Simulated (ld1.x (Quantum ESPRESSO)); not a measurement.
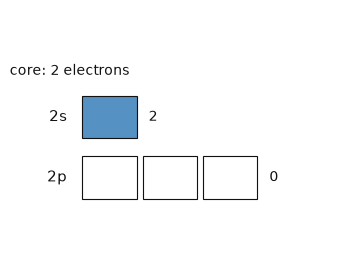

Fig. 1: The valence shells of the reference configuration: a box for each of the 2l + 1 orbitals, shaded by the share of the shell that is filled, with the electron count at the right.

**C: pseudopotential generation**

System: carbon (C, Z = 6), core [He], reference valence 2s2 2p0 (an ion of charge +2), valence charge 4.
Method: TM potential, PW91, scalar-relativistic, made with ld1.x (Quantum ESPRESSO) 7.5.

### Summary

- outcome: generated
- cutoffs needed: 140 Ry and 260 Ry (the cutoffs, on a coarse ladder, from which the occupation-weighted sum of valence levels, in a spherical-Bessel basis at the reference potential, stays within 10 and 1 mRy of its value at 400 Ry); ghost states and empty shells don't enter this sum
- ghost test: no ghost state below the valence levels in the p, s, d, f channels (spherical-Bessel basis up to 400 Ry, 20 bohr box)
- largest excitation error: +901 meV (all-electron minus pseudo) for 2s0 2p4, out of 7 test configurations
- range over which the phases arctan(r u′/u) at the test radius agree within 0.05 rad (a looser test near the poles than one of phase shifts): s: up to about 0.3 Ry; p: up to about -0.1 Ry
- hardware: 1 CPU thread, shared host
- wall time: 2.3 s

### Notes

An excitation error of 901 meV in its own tests makes this a poorly transferable potential.

### Input file
```
 &input
   title='C', zed=6., rel=1, dft='PW91', iswitch=3,
   config='[He] 2s2 2p0',
   nld=2, rlderiv=2.35, eminld=-5.0, emaxld=5.0, deld=0.02
 /
 &inputp
   pseudotype=2, tm=.true., lloc=0,
   nlcc=.false.,
   file_pseudopw='C.UPF', file_wfcaegen='ae.wfc', file_wfcncgen='nc.wfc', file_beta='beta', file_chi='chi'
 /
2
2P  2  1   0.00   0.00  2.15  2.15  0.0
2S  1  0   2.00   0.00  0.75  0.75  0.0
 &test
   configts(1)='2s2 2p0'
 /
```

### Input of the test run
```
 &input
   title='C', zed=6., rel=1, dft='PW91', iswitch=2,
   config='[He] 2s2 2p0'
 /
 &test
   file_pseudo='C.UPF', nconf=8,
   configts(1)='2s2 2p0',
   configts(2)='2s2 2p2',
   configts(3)='2s2 2p1',
   configts(4)='2s1 2p0',
   configts(5)='2s1 2p2',
   configts(6)='2s2 2p1.5',
   configts(7)='2s0 2p4',
   configts(8)='2s1 2p3'
 /
```

Launched with:
```bash
ld1.x < C.in > C.out
```

### Output
```
     Program LD1 v.7.5
     --------------------------- All-electron run ----------------------------

     C
     scalar relativistic calculation

     atomic number is  6.00
     dft =PW91   lsd =0 sic =0 latt =0  beta=0.20 tr2=1.0E-14
     Exchange-correlation= PW91
                           (   1   4   2   2   0   0   0)
     mesh =1073 r(mesh) = 100.30751 a.u. xmin = -7.00 dx = 0.01250
     1 Ry =  13.60569312 eV, c = 137.03599908

     n l     nl                  e(Ry)          e(Ha)          e(eV)
     1 0     1S 1( 2.00)       -22.7057       -11.3529      -308.9268
     2 0     2S 1( 2.00)        -2.9725        -1.4862       -40.4426
     2 1     2P 1( 0.00)        -2.3400        -1.1700       -31.8376

     final scf error:  1.1E-15 reached in  16 iterations

     Etot =     -73.010266 Ry,     -36.505133 Ha,    -993.355276 eV

     Ekin =      72.895006 Ry,      36.447503 Ha,     991.787081 eV
     Encl =    -161.215015 Ry,     -80.607508 Ha,   -2193.442021 eV
     Eh   =      24.093223 Ry,      12.046612 Ha,     327.805002 eV
     Exc  =      -8.783480 Ry,      -4.391740 Ha,    -119.505337 eV

     normalization and overlap integrals

     s(1S/1S) =  1.000000  <r> =   0.2700  <r2> =    0.0987  r(max) =   0.1730
     s(2S/2S) =  1.000000  <r> =   1.3613  <r2> =    2.1852  r(max) =   1.1283
     s(2P/2P) =  1.000000  <r> =   1.3204  <r2> =    2.1416  r(max) =   1.0210

     ------------------------ End of All-electron run ------------------------

     --------------------- Generating NC pseudopotential ---------------------

      Generating local pot.: lloc=0, matching radius rcloc =   0.7500

      Wfc   2P  rcut= 2.135  Using Troullier-Martins method

     ------------------- End of pseudopotential generation -------------------

     --------------------------- All-electron run ----------------------------

     C
     scalar relativistic calculation

     atomic number is  6.00
     dft =PW91   lsd =0 sic =0 latt =0  beta=0.20 tr2=1.0E-14
     Exchange-correlation= PW91
                           (   1   4   2   2   0   0   0)
     mesh =1073 r(mesh) = 100.30751 a.u. xmin = -7.00 dx = 0.01250
     1 Ry =  13.60569312 eV, c = 137.03599908

     n l     nl                  e(Ry)          e(Ha)          e(eV)
     1 0     1S 1( 2.00)       -22.7057       -11.3529      -308.9268
     2 0     2S 1( 2.00)        -2.9725        -1.4862       -40.4426
     2 1     2P 1( 0.00)        -2.3400        -1.1700       -31.8376

     final scf error:  1.1E-15 reached in  16 iterations

     Etot =     -73.010266 Ry,     -36.505133 Ha,    -993.355276 eV

     Ekin =      72.895006 Ry,      36.447503 Ha,     991.787081 eV
     Encl =    -161.215015 Ry,     -80.607508 Ha,   -2193.442021 eV
     Eh   =      24.093223 Ry,      12.046612 Ha,     327.805002 eV
     Exc  =      -8.783480 Ry,      -4.391740 Ha,    -119.505337 eV

     normalization and overlap integrals

     s(1S/1S) =  1.000000  <r> =   0.2700  <r2> =    0.0987  r(max) =   0.1730
     s(2S/2S) =  1.000000  <r> =   1.3613  <r2> =    2.1852  r(max) =   1.1283
     s(2P/2P) =  1.000000  <r> =   1.3204  <r2> =    2.1416  r(max) =   1.0210

     ------------------------ End of All-electron run ------------------------

     Computing logarithmic derivative in   2.34435
     Computing logarithmic derivative in   2.34435
     Computing the partial wave expansion
       no projector for channel:   0
     R is outside the sphere for l=    1 j= 0.00

     ---------------------- Testing the pseudopotential ----------------------

     C
     scalar relativistic calculation

     atomic number is  6.00   valence charge is  4.00
     dft =PW91   lsd =0 sic =0 latt =0  beta=0.20 tr2=1.0E-14
     mesh =1073 r(mesh) = 100.30751 xmin = -7.00 dx = 0.01250

     n l     nl             e AE (Ry)        e PS (Ry)    De AE-PS (Ry)
     1 0     2S   1( 2.00)       -2.97247       -2.97245       -0.00002
     2 1     2P   1( 0.00)       -2.34002       -2.34003        0.00000

     eps = 9.7E-15  iter = 73

     Etot =     -73.010266 Ry,     -36.505133 Ha,    -993.355276 eV
     Etotps =    -8.188958 Ry,      -4.094479 Ha,    -111.416453 eV

     Ekin =       2.437124 Ry,       1.218562 Ha,      33.158759 eV
     Encl =     -11.867652 Ry,      -5.933826 Ha,    -161.467633 eV
     Ehrt =       2.646277 Ry,       1.323139 Ha,      36.004434 eV
     Ecxc =      -1.404707 Ry,      -0.702354 Ha,     -19.112013 eV

     ---------------------- End of pseudopotential test ----------------------
```

### Output of the test run (extracts)
```
     ---------------------- Testing the pseudopotential ----------------------

     C
     scalar relativistic calculation

     atomic number is  6.00   valence charge is  4.00
     dft =PW91   lsd =0 sic =0 latt =0  beta=0.20 tr2=1.0E-14
     mesh =1073 r(mesh) = 100.30751 xmin = -7.00 dx = 0.01250

     n l     nl             e AE (Ry)        e PS (Ry)    De AE-PS (Ry)
     1 0     2S   1( 2.00)       -2.97247       -2.97245       -0.00002
     2 1     2P   1( 0.00)       -2.34002       -2.34003        0.00000

     eps = 9.8E-15  iter = 60

     Etot =     -73.010266 Ry,     -36.505133 Ha,    -993.355276 eV
     Etotps =    -8.188958 Ry,      -4.094479 Ha,    -111.416453 eV

     Ekin =       2.437124 Ry,       1.218562 Ha,      33.158759 eV
     Encl =     -11.867652 Ry,      -5.933826 Ha,    -161.467633 eV
     Ehrt =       2.646277 Ry,       1.323139 Ha,      36.004434 eV
     Ecxc =      -1.404707 Ry,      -0.702354 Ha,     -19.112013 eV

     ---------------------- End of pseudopotential test ----------------------

     ---------------------- Testing the pseudopotential ----------------------

     C
     scalar relativistic calculation

     atomic number is  6.00   valence charge is  4.00
     dft =PW91   lsd =0 sic =0 latt =0  beta=0.20 tr2=1.0E-14
     mesh =1073 r(mesh) = 100.30751 xmin = -7.00 dx = 0.01250

     n l     nl             e AE (Ry)        e PS (Ry)    De AE-PS (Ry)
     1 0     2S   1( 2.00)       -1.01404       -1.00849       -0.00556  !
     2 1     2P   1( 2.00)       -0.39271       -0.40205        0.00934  !

     eps = 4.4E-14  iter =201

     Etot =     -75.594528 Ry,     -37.797264 Ha,   -1028.515945 eV
     Etotps =   -10.802510 Ry,      -5.401255 Ha,    -146.975641 eV
     dEtot_ae =      -2.584262 Ry
     dEtot_ps =      -2.613552 Ry,   Delta E=       0.029291 Ry

     Ekin =       6.328404 Ry,       3.164202 Ha,      86.102321 eV
     Encl =     -21.025793 Ry,     -10.512897 Ha,    -286.070491 eV
     Ehrt =       8.815733 Ry,       4.407866 Ha,     119.944157 eV
     Ecxc =      -2.868890 Ry,      -1.434445 Ha,     -39.033230 eV
     Epseu=      -2.051964 Ry,      -1.025982 Ha,     -27.918398 eV

     ---------------------- End of pseudopotential test ----------------------

     ---------------------- Testing the pseudopotential ----------------------

     C
     scalar relativistic calculation

     atomic number is  6.00   valence charge is  4.00
     dft =PW91   lsd =0 sic =0 latt =0  beta=0.20 tr2=1.0E-14
     mesh =1073 r(mesh) = 100.30751 xmin = -7.00 dx = 0.01250

     n l     nl             e AE (Ry)        e PS (Ry)    De AE-PS (Ry)
     1 0     2S   1( 2.00)       -1.89753       -1.90271        0.00519  !
     2 1     2P   1( 1.00)       -1.25531       -1.27470        0.01939  !

     eps = 7.8E-15  iter =151

     Etot =     -74.791316 Ry,     -37.395658 Ha,   -1017.587696 eV
     Etotps =    -9.983843 Ry,      -4.991922 Ha,    -135.837110 eV
     dEtot_ae =      -1.781050 Ry
     dEtot_ps =      -1.794885 Ry,   Delta E=       0.013835 Ry

     Ekin =       4.905372 Ry,       2.452686 Ha,      66.740990 eV
     Encl =     -16.902389 Ry,      -8.451195 Ha,    -229.968718 eV
     Ehrt =       5.540378 Ry,       2.770189 Ha,      75.380686 eV
     Ecxc =      -2.202179 Ry,      -1.101089 Ha,     -29.962170 eV
     Epseu=      -1.325026 Ry,      -0.662513 Ha,     -18.027898 eV

     ---------------------- End of pseudopotential test ----------------------

     ---------------------- Testing the pseudopotential ----------------------

     C
     scalar relativistic calculation

     atomic number is  6.00   valence charge is  4.00
     dft =PW91   lsd =0 sic =0 latt =0  beta=0.20 tr2=1.0E-14
     mesh =1073 r(mesh) = 100.30751 xmin = -7.00 dx = 0.01250

     n l     nl             e AE (Ry)        e PS (Ry)    De AE-PS (Ry)
     1 0     2S   1( 1.00)       -4.12796       -4.11890       -0.00906  !
     2 1     2P   1( 0.00)       -3.53873       -3.50042       -0.03832  !

     eps = 9.7E-15  iter =158

     Etot =     -69.463438 Ry,     -34.731719 Ha,    -945.098217 eV
     Etotps =    -4.645675 Ry,      -2.322838 Ha,     -63.207633 eV
     dEtot_ae =       3.546828 Ry
     dEtot_ps =       3.543283 Ry,   Delta E=       0.003545 Ry

     Ekin =       1.371495 Ry,       0.685748 Ha,      18.660141 eV
     Encl =      -6.108127 Ry,      -3.054064 Ha,     -83.105302 eV
     Ehrt =       0.699020 Ry,       0.349510 Ha,       9.510648 eV
     Ecxc =      -0.608063 Ry,      -0.304032 Ha,      -8.273120 eV

     ---------------------- End of pseudopotential test ----------------------

     ---------------------- Testing the pseudopotential ----------------------

     C
     scalar relativistic calculation

     atomic number is  6.00   valence charge is  4.00
     dft =PW91   lsd =0 sic =0 latt =0  beta=0.20 tr2=1.0E-14
     mesh =1073 r(mesh) = 100.30751 xmin = -7.00 dx = 0.01250

     n l     nl             e AE (Ry)        e PS (Ry)    De AE-PS (Ry)
     1 0     2S   1( 1.00)       -1.90424       -1.90852        0.00428
     2 1     2P   1( 2.00)       -1.26205       -1.28528        0.02323  !

     eps = 4.6E-14  iter =201

     Etot =     -74.149104 Ry,     -37.074552 Ha,   -1008.849958 eV
     Etotps =    -9.358003 Ry,      -4.679001 Ha,    -127.322115 eV
     dEtot_ae =      -1.138838 Ry
     dEtot_ps =      -1.169045 Ry,   Delta E=       0.030206 Ry

     Ekin =       6.663575 Ry,       3.331787 Ha,      90.662552 eV
     Encl =     -16.670487 Ry,      -8.335243 Ha,    -226.813528 eV
     Ehrt =       5.511325 Ry,       2.755663 Ha,      74.985400 eV
     Ecxc =      -2.190533 Ry,      -1.095266 Ha,     -29.803719 eV
     Epseu=      -2.671883 Ry,      -1.335942 Ha,     -36.352820 eV

     ---------------------- End of pseudopotential test ----------------------

     ---------------------- Testing the pseudopotential ----------------------

     C
     scalar relativistic calculation

     atomic number is  6.00   valence charge is  4.00
     dft =PW91   lsd =0 sic =0 latt =0  beta=0.20 tr2=1.0E-14
     mesh =1073 r(mesh) = 100.30751 xmin = -7.00 dx = 0.01250

     n l     nl             e AE (Ry)        e PS (Ry)    De AE-PS (Ry)
     1 0     2S   1( 2.00)       -1.42800       -1.42858        0.00057
     2 1     2P   1( 1.50)       -0.79289       -0.80885        0.01596  !

     eps = 8.9E-14  iter =201

     Etot =     -75.300935 Ry,     -37.650468 Ha,   -1024.521419 eV
     Etotps =   -10.502517 Ry,      -5.251259 Ha,    -142.894025 eV
     dEtot_ae =      -2.290669 Ry
     dEtot_ps =      -2.313559 Ry,   Delta E=       0.022890 Ry

     Ekin =       5.750606 Ry,       2.875303 Ha,      78.240979 eV
     Encl =     -19.106297 Ry,      -9.553149 Ha,    -259.954417 eV
     Ehrt =       7.174517 Ry,       3.587258 Ha,      97.614271 eV
     Ecxc =      -2.559594 Ry,      -1.279797 Ha,     -34.825056 eV
     Epseu=      -1.761748 Ry,      -0.880874 Ha,     -23.969803 eV

     ---------------------- End of pseudopotential test ----------------------

     ---------------------- Testing the pseudopotential ----------------------

     C
     scalar relativistic calculation

     atomic number is  6.00   valence charge is  4.00
     dft =PW91   lsd =0 sic =0 latt =0  beta=0.20 tr2=1.0E-14
     mesh =1073 r(mesh) = 100.30751 xmin = -7.00 dx = 0.01250

     n l     nl             e AE (Ry)        e PS (Ry)    De AE-PS (Ry)
     1 0     2S   1( 0.00)       -1.07557       -1.06089       -0.01468  !
     2 1     2P   1( 4.00)       -0.45139       -0.45637        0.00499

     eps = 4.7E-15  iter = 12

     Etot =     -74.348690 Ry,     -37.174345 Ha,   -1011.565466 eV
     Etotps =    -9.593603 Ry,      -4.796802 Ha,    -130.527624 eV
     dEtot_ae =      -1.338424 Ry
     dEtot_ps =      -1.404645 Ry,   Delta E=       0.066221 Ry

     Ekin =       9.311114 Ry,       4.655557 Ha,     126.684157 eV
     Encl =     -20.389184 Ry,     -10.194592 Ha,    -277.408978 eV
     Ehrt =       8.581590 Ry,       4.290795 Ha,     116.758485 eV
     Ecxc =      -2.803047 Ry,      -1.401523 Ha,     -38.137396 eV
     Epseu=      -4.294077 Ry,      -2.147038 Ha,     -58.423892 eV

     ---------------------- End of pseudopotential test ----------------------

     ---------------------- Testing the pseudopotential ----------------------

     C
     scalar relativistic calculation

     atomic number is  6.00   valence charge is  4.00
     dft =PW91   lsd =0 sic =0 latt =0  beta=0.20 tr2=1.0E-14
     mesh =1073 r(mesh) = 100.30751 xmin = -7.00 dx = 0.01250

     n l     nl             e AE (Ry)        e PS (Ry)    De AE-PS (Ry)
     1 0     2S   1( 1.00)       -1.04668       -1.03550       -0.01118  !
     2 1     2P   1( 3.00)       -0.42370       -0.43123        0.00753  !

     eps = 1.5E-13  iter =201

     Etot =     -74.972309 Ry,     -37.486155 Ha,   -1020.050231 eV
     Etotps =   -10.196866 Ry,      -5.098433 Ha,    -138.735435 eV
     dEtot_ae =      -1.962043 Ry
     dEtot_ps =      -2.007908 Ry,   Delta E=       0.045865 Ry

     Ekin =       7.801814 Ry,       3.900907 Ha,     106.149082 eV
     Encl =     -20.698141 Ry,     -10.349070 Ha,    -281.612551 eV
     Ehrt =       8.690293 Ry,       4.345147 Ha,     118.237460 eV
     Ecxc =      -2.831289 Ry,      -1.415644 Ha,     -38.521647 eV
     Epseu=      -3.159544 Ry,      -1.579772 Ha,     -42.987779 eV

     ---------------------- End of pseudopotential test ----------------------
```

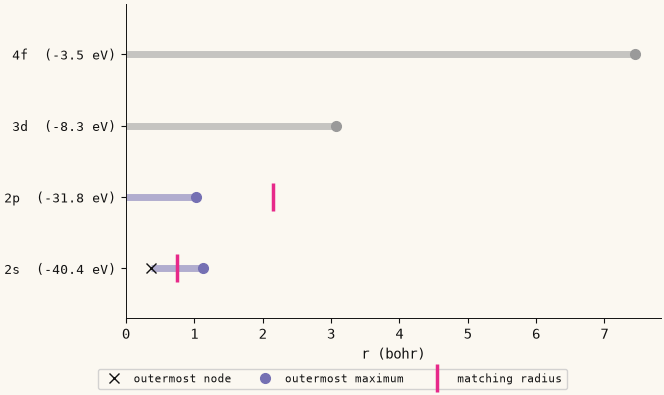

Fig. 2: Outer shells of the all-electron reference atom: each bar runs from the outermost node (or the nucleus) to the outermost maximum of u(r); the tick is the radius chosen for the pseudo-wave. Shells without a tick have no pseudo-wave of their own. Levels, nodes and maxima are from ld1.x, scalar-relativistic.

- Radii against the shells: 2s: 0.75 bohr, between node and maximum; 2p: 2.15 bohr, outside the maximum.

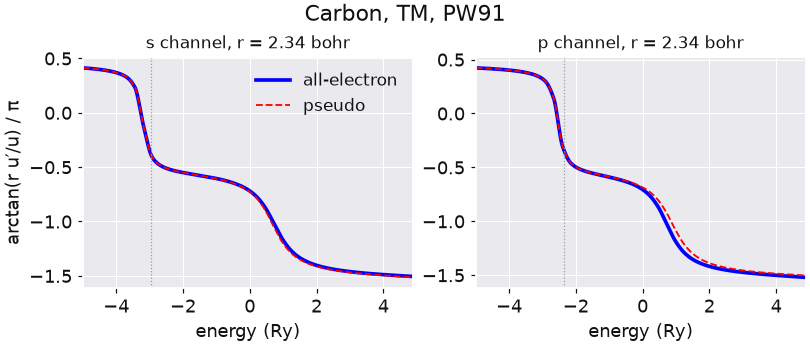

Fig. 3: Unwrapped phase arctan(r u′/u) in units of π against energy, all-electron (solid) and pseudo (dashed); the pseudo phase is matched to the all-electron one at the reference energy. Here u = r R(r). The dotted line marks the reference energy of the channel.

- First channel to depart above its reference energy: the p channel: its phase error passes 0.05 rad 2.2 Ry above its reference energy, against 3.3 Ry for s.
- Range over which the phases agree within 0.05 rad: s: up to about 0.3 Ry; p: up to about -0.1 Ry.
- Poles, where the radial function vanishes at the test radius: s: all-electron at -2.6 and 4.5 Ry, pseudo at -2.6 and 4.2 Ry; p: all-electron at -2.0 and 3.9 Ry, pseudo at -2.0 and 4.7 Ry.
- Ghost states: the plot shows none: the two phases stay within 0.34 rad of each other in all channels drawn. The separate test gives: no ghost state below the valence levels in the p, s, d, f channels.

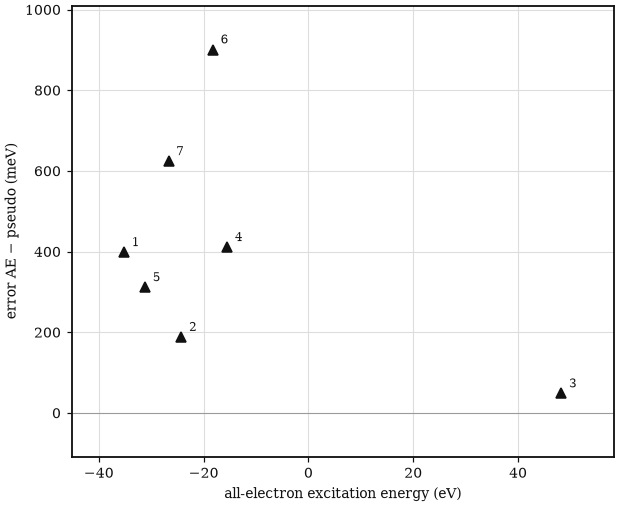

Fig. 4: Errors, all-electron minus pseudo, of the energies of valence configurations relative to the unpolarised reference 2s2 2p0. Points: 1 = 2s2 2p2; 2 = 2s2 2p1; 3 = 2s1 2p0; 4 = 2s1 2p2; 5 = 2s2 2p1.5; 6 = 2s0 2p4; 7 = 2s1 2p3.

- Worst configuration: 2s0 2p4 (neutral): the error is +901 meV on an all-electron energy of -18.21 eV relative to the reference, or 4.9 %.
- Errors in meV: 2s2 2p2: +399; 2s2 2p1: +188; 2s1 2p0: +48; 2s1 2p2: +411; 2s2 2p1.5: +311; 2s0 2p4: +901; 2s1 2p3: +624.

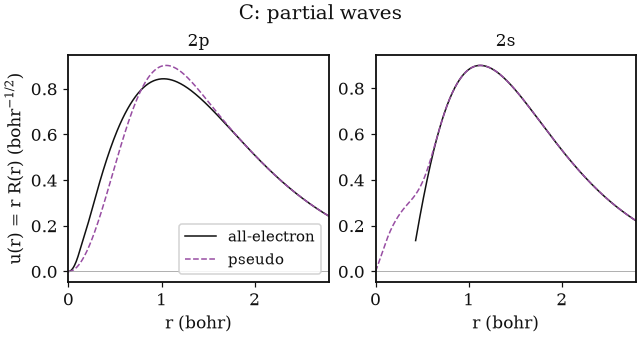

Fig. 5: All-electron valence functions (solid) with their pseudo partners (dashed). The innermost oscillations of some all-electron curves aren't drawn. Reference configuration 2s2 2p0.

- Matching radii: 2p at 2.15 bohr; 2s at 0.75 bohr. The curves merge smoothly, so the plot gives these only roughly.
- Nodes of the pseudo-waves: 2p has no node; 2s has no node.
- Cutoffs needed: 140 Ry (loose) and 260 Ry (tight), as the cutoffs, on a coarse ladder, from which the occupation-weighted sum of valence levels, in a spherical-Bessel basis at the reference potential, stays within 10 and 1 mRy of its value at 400 Ry.
